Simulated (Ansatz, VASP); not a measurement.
# BaZrO3: VASP beside Ansatz, part 2 of 2

One calculation is typed for both programs; each brings its own data sets. How far apart do they land? The cell is taken from a series of VASP runs on this material, whose earlier steps may have relaxed, scaled or displaced it; both programs get it as it stands. Other levels of theory on this material are compared in a session of their own. Valence electrons are named where the data sets of a main pair hold unlike numbers.

VASP 6.6.1 and Ansatz 0.2.0.

So far: Starting point; Ansatz: band structure, LDA; VASP: band structure, LDA.

## (3) VASP: band structure, LDA (continued)

Level of this step: LDA; plane waves and PAW (Ba_sv, Zr_sv, O) (VASP).

Numbers of over 12 decimals in the logs are rounded to 6 here.

From OUTCAR (step 3):

```text
ion  position               nearest neighbor table
   1  0.000  0.000  0.000-   3 2.94   4 2.94   5 2.94   4 2.94   5 2.94   3 2.94   5 2.94   5 2.94
                             3 2.94   4 2.94   4 2.94   3 2.94   2 3.60   2 3.60   2 3.60   2 3.60
   2  0.500  0.500  0.500-   3 2.08   4 2.08   5 2.08   3 2.08   4 2.08   5 2.08   1 3.60   1 3.60
                             1 3.60   1 3.60   1 3.60   1 3.60   1 3.60   1 3.60
   3  0.500  0.500  0.000-   2 2.08   2 2.08   1 2.94   1 2.94   1 2.94   1 2.94
   4  0.500  0.000  0.500-   2 2.08   2 2.08   1 2.94   1 2.94   1 2.94   1 2.94
   5  0.000  0.500  0.500-   2 2.08   2 2.08   1 2.94   1 2.94   1 2.94   1 2.94

  LATTYP: Found a simple cubic cell.
 ALAT       =     4.1594782607

 Subroutine GETGRP returns: Found 48 space group operations
 (whereof 48 operations were pure point group operations)

The static configuration has the point symmetry O_h .

 Found     10 irreducible k-points:

   k-points           NKPTS =     10   k-points in BZ     NKDIM =     10   number of bands    NBANDS=     35

   dimension x,y,z NGX =    32 NGY =   32 NGZ =   32
   dimension x,y,z NGXF=    64 NGYF=   64 NGZF=   64

   ENCUT  =  520.0 eV  38.22 Ry    6.18 a.u.   7.73  7.73  7.73*2*pi/ulx,y,z

   NELECT =      40.0000    total number of electrons

 k-points in reciprocal lattice and weights: Automatic mesh
   0.00000000  0.00000000  0.00000000       0.008
   0.20000000  0.00000000  0.00000000       0.048
   0.40000000  0.00000000  0.00000000       0.048
   0.20000000  0.20000000  0.00000000       0.096
   0.40000000  0.20000000  0.00000000       0.192
   0.40000000  0.40000000  0.00000000       0.096
   0.20000000  0.20000000  0.20000000       0.064
   0.40000000  0.20000000  0.20000000       0.192
   0.40000000  0.40000000  0.20000000       0.192
   0.40000000  0.40000000  0.40000000       0.064

 average (electrostatic) potential at core
       1 -32.6729       2 -77.6761       3 -70.3500       4 -70.3500       5 -70.3500

 E-fermi :   4.6528

 k-point     1 :       0.0000    0.0000    0.0000
  band No.  band energies     occupation
    ...
     16       2.6001      2.00000
     17       2.6001      2.00000
     18       3.4481      2.00000
     19       3.4481      2.00000
     20       3.4481      2.00000
     21       6.7527      0.00000
     22       6.7527      0.00000
     23       6.7527      0.00000
     24       8.1795      0.00000
     25       8.1795      0.00000
    ...

 k-point     2 :       0.2000    0.0000    0.0000
  band No.  band energies     occupation
    ...
     16       2.2529      2.00000
     17       2.3058      2.00000
     18       2.5691      2.00000
     19       3.3376      2.00000
     20       3.3376      2.00000
     21       6.8967      0.00000
     22       7.6406      0.00000
     23       7.6406      0.00000
     24       8.8135      0.00000
     25       8.8392      0.00000
    ...

 k-point     3 :       0.4000    0.0000    0.0000
  band No.  band energies     occupation
    ...
     16       1.8920      2.00000
     17       1.8920      2.00000
     18       1.9061      2.00000
     19       3.2378      2.00000
     20       3.2378      2.00000
     21       7.1734      0.00000
     22       9.1402      0.00000
     23       9.1402      0.00000
     24       9.8661      0.00000
     25      10.0873      0.00000
    ...

  Total       -0.0117113     -0.0117113     -0.0117113      0.0000000     -0.0000000     -0.0000000
  in kB       -0.2607353     -0.2607353     -0.2607353      0.0000000     -0.0000000     -0.0000000
  external PRESSURE =      -0.2607353 kB  Pullay stress =       0.0000000 kB

  energy-cutoff  :      520.00
  volume of cell :       71.96
      direct lattice vectors                 reciprocal lattice vectors
     4.159478261  0.000000000  0.000000000     0.240414768  0.000000000  0.000000000
     0.000000000  4.159478261  0.000000000     0.000000000  0.240414768  0.000000000
     0.000000000  0.000000000  4.159478261     0.000000000  0.000000000  0.240414768

 POSITION                                       TOTAL-FORCE (eV/Angst)
 -----------------------------------------------------------------------------------
      0.00000      0.00000      0.00000         0.000000      0.000000      0.000000
      2.07974      2.07974      2.07974         0.000000      0.000000      0.000000
      2.07974      2.07974      0.00000         0.000000      0.000000      0.000000
      2.07974      0.00000      2.07974         0.000000      0.000000      0.000000
      0.00000      2.07974      2.07974         0.000000      0.000000      0.000000
 -----------------------------------------------------------------------------------
    total drift:                                0.000000     -0.000000     -0.000000

  FREE ENERGIE OF THE ION-ELECTRON SYSTEM (eV)
  ---------------------------------------------------
  free  energy   TOTEN  =       -45.7398992419 eV

  energy  without entropy=      -45.7398992418  energy(sigma->0) =      -45.73989924

 total charge
# of ion       s       p       d       tot
------------------------------------------
    1        2.000   5.619   0.290   7.909
    2        2.210   6.098   1.484   9.793
    3        1.551   3.475   0.000   5.027
    4        1.551   3.475   0.000   5.027
    5        1.551   3.475   0.000   5.027
--------------------------------------------------
tot          8.864  22.143   1.774  32.781

[... 3 further parts left out ...]
```

Harder data sets than Ba_sv exist (the GW ones), and pressures, volumes and forces can shift noticeably with them.

## (4) Differences

Known differences besides the potentials themselves: the two LDA forms differ slightly; the cutoff is 420 eV in Ansatz and 520 eV in VASP; VASP's log shows a relativistic correction to its local exchange, Ansatz's none. Total energies have different zeros and are not compared.

Both answers:

```
                                        quantity  Ansatz   VASP  difference
                                  pressure (GPa)   -1.50  -0.03       -1.47
pressure without Ansatz's Pulay correction (GPa)   -2.19  -0.03       -2.16
                   gap over the path points (eV)   3.178  3.114      +0.064
```

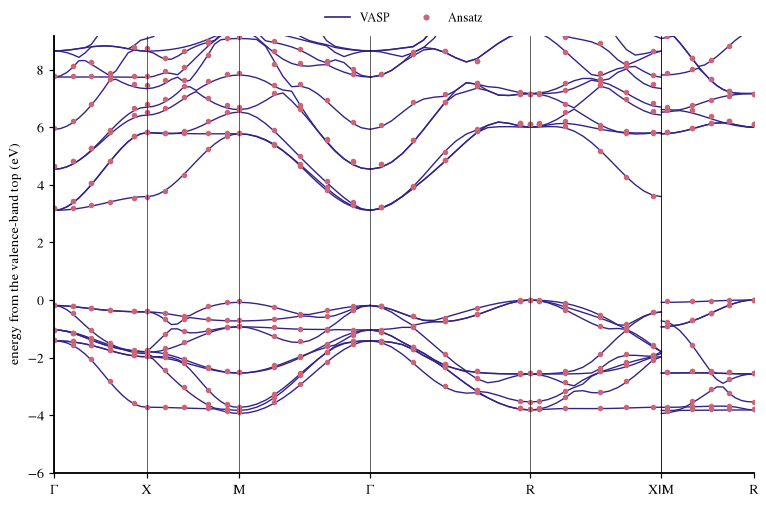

Bands from VASP (lines) and levels from Ansatz (dots). Dots without a line are higher empty bands that the VASP plot leaves out.

Levels at points of the path, from each program's valence-band top (eV; 4 filled, then empty):

```
k (reciprocal lattice)                                  Ansatz                                    VASP
     0.000 0.000 0.000  -1.05 -0.16 -0.16 -0.16 3.18 3.18 3.18  -1.04 -0.19 -0.19 -0.19 3.11 3.11 3.11
     0.000 0.100 0.000  -1.13 -0.46 -0.20 -0.20 3.21 3.42 3.42  -1.12 -0.49 -0.23 -0.23 3.15 3.37 3.37
     0.000 0.200 0.000  -1.32 -1.04 -0.27 -0.27 3.30 4.05 4.05  -1.33 -1.07 -0.30 -0.30 3.26 4.00 4.00
     0.000 0.300 0.000  -1.53 -1.48 -0.34 -0.34 3.42 4.83 4.83  -1.56 -1.51 -0.36 -0.36 3.40 4.80 4.80
     0.000 0.433 0.000  -1.76 -1.72 -0.38 -0.38 3.55 5.68 5.68  -1.77 -1.77 -0.41 -0.41 3.56 5.66 5.66
     0.000 0.500 0.000  -1.78 -1.74 -0.39 -0.39 3.57 5.82 5.82  -1.80 -1.79 -0.41 -0.41 3.59 5.80 5.80
     0.100 0.500 0.000  -1.68 -1.17 -0.66 -0.44 3.79 5.80 5.81  -1.73 -1.19 -0.69 -0.47 3.81 5.77 5.79
     0.200 0.500 0.000  -1.46 -1.07 -0.65 -0.55 4.34 5.80 5.86  -1.50 -1.10 -0.68 -0.57 4.36 5.78 5.83
     0.333 0.500 0.000  -1.11 -1.03 -0.67 -0.22 5.24 5.80 6.21  -1.15 -1.07 -0.68 -0.24 5.23 5.77 6.16
     0.433 0.500 0.000  -0.94 -0.93 -0.70 -0.07 5.71 5.81 6.52  -0.97 -0.96 -0.72 -0.11 5.68 5.77 6.45
```

Among the levels compared at these points, filled levels agree within 50 meV and empty ones within 106 meV. Ansatz's pressure holds a Pulay correction of 0.69 GPa; VASP's holds none.

## (5) Further runs

Further runs change the set-up of one program: Ansatz's method, potentials or start, or VASP's data sets, cutoff or form of LDA. The table gives Ansatz less VASP for each quantity, since a change that brings one quantity closer may part another.

```
                                        run  pressure (GPa)  gap over the path points (eV)  pressure without Ansatz's Pulay correction (GPa)
                                   as above            -1.5                          0.064                                              -2.2
                       cores kept as stored            -1.4                          0.065                                              -2.0
    Ansatz's larger PAW set (cutoff 900 eV)            -1.4                          0.062                                              -1.5
norm-conserving potentials (cutoff 1143 eV)            -1.7                          0.071
```

## (6) Summary of results

| Item | Value |
| --- | --- |
| difference in pressure (band structure, LDA) | -1.5 GPa |
| difference in gap over the path points (band structure, LDA) | 0.064 eV |

What this shows: The difference in pressure is -1.5 GPa (band structure, LDA), beyond the 1 GPa picked in this series as the mark of a large difference. Band structure, LDA, Ansatz's larger PAW set (cutoff 900 eV): the difference in pressure without Ansatz's Pulay correction goes from -2.2 to -1.5 GPa. 16 further runs of this series are not shown here. How closely two codes agree says nothing of how well the functional describes the real material.

[Lines on the potential files, build, host, timing and source positions are cut from VASP's logs without a mark.]

[Logs are printed without paths, hosts, clocks, repeated set-up lines and the standing remarks that a program may print on its own settings, such as how far it seeks lower states.]

[Hosts, paths, dates, database ids (printed as entryN), source tags and the programs' standing remarks are cut or masked in the printed files.]
